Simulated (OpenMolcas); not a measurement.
Multiconfigurational calculation for Pt³⁺

System: Pt³⁺.
Method: state-averaged CASSCF, active space 7 electrons in the shell 5d, basis ANO-R2, X2C scalar Hamiltonian, spin-orbit coupling by RASSI with atomic mean-field integrals (OpenMolcas).

## Log (extracts)
```
--- SEWARD ---
Basis set label: PT.ANO-R...8S6P5D3F1G.

      Electronic valence basis set:
      ------------------
      Associated Effective Charge  78.000000 au
      Associated Actual Charge     78.000000 au
      Nuclear Model: Finite nucleus - Gaussian distribution
        Gaussian exponent, Xi/bohr**(-2):  1.43099E+08

      Shell  nPrim  nBasis  Cartesian Spherical Contaminant
         s      26       8        X
         p      20       6        X
         d      15       5                 X
         f      10       3                 X
         g       4       1                 X
                  Relativistic X2C integrals
                  Atomic mean-field integrals
--- RASSCF ---
Wave function specifications:
      -----------------------------

      Number of closed shell electrons          68
      Number of electrons in active shells       7
      Max number of holes in RAS1 space          0
      Max nr of electrons in RAS3 space          0
      Number of inactive orbitals               34
      Number of active orbitals                  5
      Number of secondary orbitals              42
      Spin quantum number                      1.5
      State symmetry                             1
Orbital specifications:
      -----------------------

      Symmetry species                           1   2
                                                ag  au
      Frozen orbitals                            0   0
      Inactive orbitals                         15  19
      Active orbitals                            5   0
      RAS1 orbitals                              0   0
      RAS2 orbitals                              5   0
      RAS3 orbitals                              0   0
      Secondary orbitals                        22  20
      Deleted orbitals                           0   0
      Number of basis functions                 42  39
      Number of CSFs                            10
      Number of root(s) required                10
      Iter CI   SX   CI       RASSCF       Energy    max ROT     max BLB   max BLB  Level Ln srch  Step   QN
          iter iter root      energy       change     param      element    value   shift minimum  type update
 Nr of preliminary CI iterations:   1
      Total energies have been shifted. Add               -18000.00 au
        1   1    3    0  -408.36064714    0.00E+00   1.52E-07    9  23 1 -8.73E-07   0.00   0.00    SX    NO
        2   1    2    0  -408.36064714   -5.09E-11   7.43E-09    9  23 1  1.47E-07   0.00   0.00    SX    NO
        3   1    2    0  -408.36064714    1.82E-11   7.12E-09   14  38 2 -5.28E-08   0.00   0.00    SX    NO
        4   1    2    0  -408.36064714    7.28E-12   6.47E-09   14  38 2  3.33E-08   0.00   0.00    SX    NO
      Convergence after  4 iterations
        5   1    2    0  -408.36064714    0.00E+00   6.47E-09   14  38 2 -2.11E-08   0.00   0.00    SX    NO
      Natural orbitals and occupation numbers for root  1
      sym 1:   1.050270   1.949730   1.949730   1.000000   1.050270
      Natural orbitals and occupation numbers for root  2
      sym 1:   1.893057   1.893057   1.106943   1.106943   1.000000
      Natural orbitals and occupation numbers for root  3
      sym 1:   1.000000   1.120177   1.879823   1.120177   1.879823
::    RASSCF root number  1 Total energy: -18408.37930956
::    RASSCF root number  2 Total energy: -18408.37930956
::    RASSCF root number  3 Total energy: -18408.37930956
::    RASSCF root number  4 Total energy: -18408.37930956
::    RASSCF root number  5 Total energy: -18408.37930956
::    RASSCF root number  6 Total energy: -18408.37930956
::    RASSCF root number  7 Total energy: -18408.37930956
::    RASSCF root number  8 Total energy: -18408.31710151
::    RASSCF root number  9 Total energy: -18408.31710151
::    RASSCF root number 10 Total energy: -18408.31710151
--- RASSCF ---
Wave function specifications:
      -----------------------------

      Number of closed shell electrons          68
      Number of electrons in active shells       7
      Max number of holes in RAS1 space          0
      Max nr of electrons in RAS3 space          0
      Number of inactive orbitals               34
      Number of active orbitals                  5
      Number of secondary orbitals              42
      Spin quantum number                      0.5
      State symmetry                             1
Orbital specifications:
      -----------------------

      Symmetry species                           1   2
                                                ag  au
      Frozen orbitals                            0   0
      Inactive orbitals                         15  19
      Active orbitals                            5   0
      RAS1 orbitals                              0   0
      RAS2 orbitals                              5   0
      RAS3 orbitals                              0   0
      Secondary orbitals                        22  20
      Deleted orbitals                           0   0
      Number of basis functions                 42  39
      Number of CSFs                            40
      Number of root(s) required                40
      Iter CI   SX   CI       RASSCF       Energy    max ROT     max BLB   max BLB  Level Ln srch  Step   QN
          iter iter root      energy       change     param      element    value   shift minimum  type update
 Nr of preliminary CI iterations:   1
        1   1    0    0-18408.26458936    0.00E+00   0.00E+00   18  26 1 -7.14E-03*  0.00   0.00    SX    NO
      Natural orbitals and occupation numbers for root  1
      sym 1:   1.549064   1.484032   1.322485   1.343400   1.301020
      Natural orbitals and occupation numbers for root  2
      sym 1:   1.317141   1.379531   1.519095   1.299018   1.485216
      Natural orbitals and occupation numbers for root  3
      sym 1:   1.530358   1.315085   1.413691   1.442833   1.298032
::    RASSCF root number  1 Total energy: -18408.31148953
::    RASSCF root number  2 Total energy: -18408.31148953
::    RASSCF root number  3 Total energy: -18408.31148953
::    RASSCF root number  4 Total energy: -18408.31148953
::    RASSCF root number  5 Total energy: -18408.31148953
::    RASSCF root number  6 Total energy: -18408.31148953
::    RASSCF root number  7 Total energy: -18408.31148953
::    RASSCF root number  8 Total energy: -18408.31148953
::    RASSCF root number  9 Total energy: -18408.31148953
::    RASSCF root number 10 Total energy: -18408.29075351
::    RASSCF root number 11 Total energy: -18408.29075351
::    RASSCF root number 12 Total energy: -18408.29075351
::    RASSCF root number 13 Total energy: -18408.29075351
::    RASSCF root number 14 Total energy: -18408.29075351
::    RASSCF root number 15 Total energy: -18408.29075351
::    RASSCF root number 16 Total energy: -18408.29075351
::    RASSCF root number 17 Total energy: -18408.29075351
::    RASSCF root number 18 Total energy: -18408.29075351
::    RASSCF root number 19 Total energy: -18408.29075351
::    RASSCF root number 20 Total energy: -18408.29075351
::    RASSCF root number 21 Total energy: -18408.29075351
::    RASSCF root number 22 Total energy: -18408.29075351
::    RASSCF root number 23 Total energy: -18408.29075351
::    RASSCF root number 24 Total energy: -18408.28206140
::    RASSCF root number 25 Total energy: -18408.28206140
::    RASSCF root number 26 Total energy: -18408.28206140
::    RASSCF root number 27 Total energy: -18408.28206140
::    RASSCF root number 28 Total energy: -18408.28206140
::    RASSCF root number 29 Total energy: -18408.22854547
::    RASSCF root number 30 Total energy: -18408.22854547
--- RASSI ---
SPIN-FREE ENERGIES:
  (Shifted by EMIN (a.u.) =     -18408.3793095565)

 SF State       Relative EMIN(au)   Rel lowest level(eV)    D:o, cm**(-1)      L_eff

     1             0.0000000000        0.0000000000              0.0000         3.0
     2             0.0000000000        0.0000000000              0.0000         3.0
     3             0.0000000000        0.0000000000              0.0000         3.0
     4             0.0000000000        0.0000000000              0.0000         3.0
     5             0.0000000000        0.0000000000              0.0000         3.0
     6             0.0000000000        0.0000000000              0.0000         3.0
     7             0.0000000000        0.0000000000              0.0000         3.0
     8             0.0622080479        1.6927672203          13653.0884         1.0
     9             0.0622080479        1.6927672203          13653.0884         1.0
    10             0.0622080479        1.6927672203          13653.0884         1.0
    11             0.0678200266        1.8454769391          14884.7753         4.0
    12             0.0678200266        1.8454769391          14884.7753         4.0
    13             0.0678200266        1.8454769391          14884.7753         4.0
    14             0.0678200266        1.8454769391          14884.7753         4.0
    15             0.0678200266        1.8454769391          14884.7753         4.0
    16             0.0678200266        1.8454769391          14884.7753         4.0
    17             0.0678200266        1.8454769391          14884.7753         4.0
    18             0.0678200266        1.8454769391          14884.7753         4.0
    19             0.0678200266        1.8454769391          14884.7753         4.0
    20             0.0885560426        2.4097326786          19435.8048         4.8
    21             0.0885560426        2.4097326786          19435.8048         4.4
    22             0.0885560426        2.4097326786          19435.8048         4.5
    23             0.0885560426        2.4097326786          19435.8048         4.7
    24             0.0885560426        2.4097326786          19435.8048         4.4
    25             0.0885560426        2.4097326786          19435.8048         3.4
    26             0.0885560426        2.4097326786          19435.8048         4.6
    27             0.0885560426        2.4097326786          19435.8048         3.9
    28             0.0885560426        2.4097326786          19435.8048         4.9
    29             0.0885560426        2.4097326786          19435.8048         4.7
    30             0.0885560426        2.4097326786          19435.8048         3.8
    31             0.0885560426        2.4097326786          19435.8048         4.5
    32             0.0885560426        2.4097326786          19435.8048         4.7
    33             0.0885560426        2.4097326786          19435.8048         4.5
    34             0.0972481574        2.6462571715          21343.5035         2.0
    35             0.0972481574        2.6462571715          21343.5035         2.0
    36             0.0972481574        2.6462571715          21343.5035         2.0
    37             0.0972481574        2.6462571715          21343.5035         2.0
    38             0.0972481574        2.6462571715          21343.5035         2.0
    39             0.1507640905        4.1024998992          33088.8932         3.0
    40             0.1507640905        4.1024998992          33088.8932         3.0
Eigenvalues of complex Hamiltonian:
   -----------------------------------
  (Shifted by EMIN (a.u.) =     -18408.3793095565)

 SO State       Relative EMIN(au)   Rel lowest level(eV)    D:o, cm**(-1)     J-value

     1            -0.0471259724        0.0000000000              0.0000         3.5
     2            -0.0471259724        0.0000000000              0.0000         3.9
     3            -0.0471259724        0.0000000000              0.0000         3.9
     4            -0.0471259724        0.0000000000              0.0000         3.4
     5            -0.0471259724        0.0000000000              0.0000         3.5
     6            -0.0471259724        0.0000000000              0.0000         3.7
     7            -0.0471259724        0.0000000000              0.0000         3.6
     8            -0.0471259724        0.0000000000              0.0000         3.1
     9            -0.0471259724        0.0000000000              0.0000         3.8
    10            -0.0471259724        0.0000000000              0.0000         3.3
    11            -0.0041008315        1.1707737284           9442.9269         3.0
    12            -0.0041008315        1.1707737284           9442.9269         3.0
    13            -0.0041008315        1.1707737284           9442.9269         2.6
    14            -0.0041008315        1.1707737284           9442.9269         2.8
    15            -0.0041008315        1.1707737284           9442.9269         3.0
    16            -0.0041008315        1.1707737284           9442.9269         2.6
    17            -0.0041008315        1.1707737284           9442.9269         2.2
    18            -0.0041008315        1.1707737284           9442.9269         3.0
    19             0.0077382848        1.4929324928          12041.3126         2.0
    20             0.0077382848        1.4929324929          12041.3126         1.8
    21             0.0077382848        1.4929324928          12041.3126         2.2
    22             0.0077382848        1.4929324928          12041.3126         1.7
    23             0.0077382848        1.4929324928          12041.3126         2.3
    24             0.0077382848        1.4929324929          12041.3126         1.6
    25             0.0097293727        1.5471127557          12478.3059         0.9
    26             0.0097293727        1.5471127557          12478.3059         0.9
    27             0.0097293727        1.5471127557          12478.3059         1.4
    28             0.0097293727        1.5471127557          12478.3059         1.4
    29             0.0342541868        2.2144669456          17860.8804         1.4
    30             0.0342541868        2.2144669456          17860.8804         1.4
    31             0.0342541868        2.2144669457          17860.8804         0.9
    32             0.0342541868        2.2144669457          17860.8804         0.8
    33             0.0436815445        2.4709984153          19929.9463         1.6
    34             0.0436815445        2.4709984153          19929.9463         1.6
    35             0.0436815445        2.4709984152          19929.9463         1.8
    36             0.0436815445        2.4709984153          19929.9463         2.4
    37             0.0436815445        2.4709984153          19929.9463         2.4
    38             0.0436815445        2.4709984152          19929.9463         1.8
    39             0.0463025608        2.5423199038          20505.1929         3.5
    40             0.0463025608        2.5423199038          20505.1929         3.6
    41             0.0463025608        2.5423199037          20505.1929         3.5
Weights of the five most important spin-orbit-free states for each spin-orbit state.

 SO State  Total energy (au)           Spin-free states, spin, and weights
 -------------------------------------------------------------------------------------------------------
    1        -0.047126       7 1.5  0.2421    2 1.5  0.1933    6 1.5  0.1164    5 1.5  0.1041    3 1.5  0.1005
    2        -0.047126       6 1.5  0.2649    7 1.5  0.1987    1 1.5  0.1229    2 1.5  0.1114    3 1.5  0.0925
    3        -0.047126       4 1.5  0.2912    3 1.5  0.1693    1 1.5  0.1200    2 1.5  0.0996    7 1.5  0.0966
    4        -0.047126       1 1.5  0.1933    3 1.5  0.1498    2 1.5  0.1415    4 1.5  0.1133    7 1.5  0.0991
    5        -0.047126       3 1.5  0.2170    4 1.5  0.1551    5 1.5  0.1148    6 1.5  0.1137    7 1.5  0.1061
    6        -0.047126       5 1.5  0.1934    3 1.5  0.1325    2 1.5  0.1235    4 1.5  0.1147    1 1.5  0.1088
    7        -0.047126       1 1.5  0.2287    2 1.5  0.2268    4 1.5  0.1574    6 1.5  0.1059    5 1.5  0.0757
    8        -0.047126       7 1.5  0.2148    3 1.5  0.2061    5 1.5  0.1479    4 1.5  0.1015    1 1.5  0.0804
    9        -0.047126       4 1.5  0.2098    2 1.5  0.1522    1 1.5  0.1249    5 1.5  0.1183    7 1.5  0.1040
   10        -0.047126       6 1.5  0.3066    5 1.5  0.2647    1 1.5  0.0959    3 1.5  0.0662    2 1.5  0.0562
   11        -0.004101       6 1.5  0.2677    4 1.5  0.2102    3 1.5  0.1582    1 1.5  0.1275    7 1.5  0.0789
   12        -0.004101       2 1.5  0.2252    1 1.5  0.1675    4 1.5  0.1630    5 1.5  0.1222    7 1.5  0.1190
```

## Spin-orbit levels, grouped by J and assigned (the lowest 15)

| Configuration | Level | E (cm⁻¹) | LS purity (%) | Landé g |
| --- | --- | --- | --- | --- |
| 5d⁷ | ⁴F₉/₂ | 0 | 87 | 1.303 |
| 5d⁷ | ⁴F₇/₂ | 9,443 | 96 | 1.227 |
| 5d⁷ | ⁴F₅/₂ | 12,040 | 73 | 1.091 |
| 5d⁷ | J = 3/2 (even, mixed) | 12,480 | 38 | 0.899 |
| 5d⁷ | J = 3/2 (even, mixed) | 17,860 | 39 | 1.106 |
| 5d⁷ | ⁴P₅/₂ | 19,930 | 84 | 1.516 |
| 5d⁷ | ²G₉/₂ | 20,510 | 62 | 1.085 |
| 5d⁷ | ⁴P₁/₂ | 23,960 | 69 | 2.044 |
| 5d⁷ | ²H₁₁/₂ | 27,320 | 100 | 1.091 |
| 5d⁷ | ²G₇/₂ | 28,050 | 89 | 0.920 |
| 5d⁷ | J = 3/2 (even, mixed) | 31,740 | 42 | 1.248 |
| 5d⁷ | ²D₅/₂ | 32,540 | 76 | 1.207 |
| 5d⁷ | ²P₁/₂ | 37,190 | 69 | 1.292 |
| 5d⁷ | ²H₉/₂ | 37,470 | 73 | 0.967 |
| 5d⁷ | ²F₅/₂ | 40,380 | 90 | 0.892 |

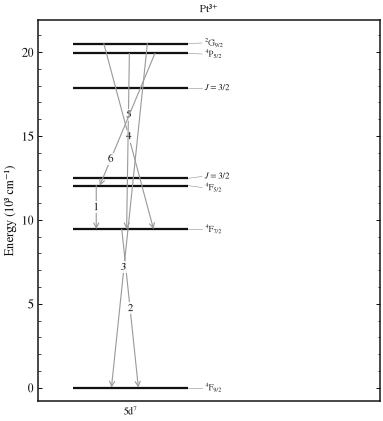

**Figure 1.** Levels of Pt³⁺ with 6 numbered transitions. Rates are at computed energies.

| No. | Upper | Lower | Type | λ (vacuum) | A (s⁻¹) |
| --- | --- | --- | --- | --- | --- |
| 1 | 5d⁷ ⁴F₅/₂ | 5d⁷ ⁴F₇/₂ | M1 | 3.85 µm | 0.73 |
| 2 | 5d⁷ ⁴F₇/₂ | 5d⁷ ⁴F₉/₂ | M1 | 1060 nm | 26 |
| 3 | 5d⁷ ²G₉/₂ | 5d⁷ ⁴F₉/₂ | M1 | 488 nm | 38 |
| 4 | 5d⁷ ²G₉/₂ | 5d⁷ ⁴F₇/₂ | M1 | 904 nm | 2.2 |
| 5 | 5d⁷ ⁴P₅/₂ | 5d⁷ ⁴F₇/₂ | M1 | 954 nm | 7.7 |
| 6 | 5d⁷ ⁴P₅/₂ | 5d⁷ ⁴F₅/₂ | M1 | 1270 nm | 2.1 |

Line 3 has the largest rate; it falls in the visible region.

## Input file
```
&GATEWAY
Coord
1

Pt 0.0 0.0 0.0
Basis=ANO-R2
Group=XYZ
NoMove
AngMom=0.0 0.0 0.0
AMFI
&SEWARD
&RASSCF
FileOrb=start.orb
Symmetry=1
Spin=4
nActEl=7 0 0
Inactive=15 19
Ras2=5 0
CIRoot=10 10 1
SDav=10
CIMx=300
Iter=120 100
PrWF=0.3
OrbListing=Nothing
MaxOrb=0
Atom
>>> COPY $Project.JobIph JOB001
&RASSCF
FileOrb=start.orb
Symmetry=1
Spin=2
nActEl=7 0 0
Inactive=15 19
Ras2=5 0
CIRoot=40 40 1
SDav=40
CIMx=300
Iter=120 100
PrWF=0.3
OrbListing=Nothing
MaxOrb=0
Atom
CIOnly
>>> COPY $Project.JobIph JOB002
&RASSI
NrOfJobIphs=2 10 40
1 2 3 4 5 6 7 8 9 10
1 2 3 4 5 6 7 8 9 10 11 12 13 14 15 16 17 18 19 20 21 22 23 24 25 26 27
28 29 30 31 32 33 34 35 36 37 38 39 40
IphNames
JOB001
JOB002
EJob
SpinOrbit
DIPRint=1.0
SOCoupling=1000.0
Subsets=2
MEES
Property=10
'ANGMOM' 1 'ANGMOM' 2 'ANGMOM' 3 'MLTPL  1' 1 'MLTPL  1' 2 'MLTPL  1' 3
'AMFI' 1 'AMFI' 2 'AMFI' 3 'MLTPL  2' 6
SOProperty=3
'ANGMOM' 1 'ANGMOM' 2 'ANGMOM' 3
```

The file start.orb holds starting orbitals from an earlier step. A driver script formed the levels outside the program, from RASSI's spin-orbit matrix and the active-space energies, averaged over the components of each term or state.

Command:
```bash
OMP_NUM_THREADS=1 MOLCAS_MEM=2252 MOLCAS_PROJECT=a pymolcas a.inp > a.log  # once for each step of the input, in one work folder
```

## Key numbers

- outcome: converged
- lowest level: 5d⁷ ⁴F₉/₂
- first excited level: 5d⁷ ⁴F₇/₂, 9,443 cm⁻¹
- energy of the lowest spin-free term: −18408.37931 hartree
- energy of the lowest spin-orbit level: −18408.42644 hartree
- largest spread among components of a term: 0.0 cm⁻¹
- hardware: 1 thread of AMD EPYC (Zen 5), 450 GiB of memory available, shared host
- wall time: 12 s

## Notes

Without dynamic correlation the splittings between terms come out too large, often by 20 to 50 %. Limits: only configurations of the active space are included.
